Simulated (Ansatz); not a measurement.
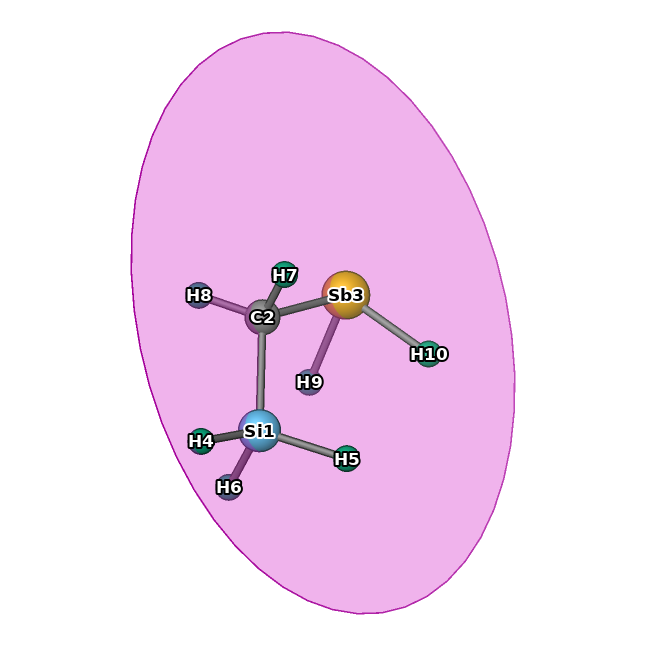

A disc through the centre of mass is drawn in. Atoms fade into the background with distance from the viewer. The computed structure is the end point of a PBE0-D4/def2-TZVP optimisation.

**Is the plane of the disc a mirror plane of the structure?**

Yes. The reflection leaves Si1, C2, Sb3, H4 in place and moves H5 ↔ H6; H7 ↔ H8; H9 ↔ H10. The point group is Cs.
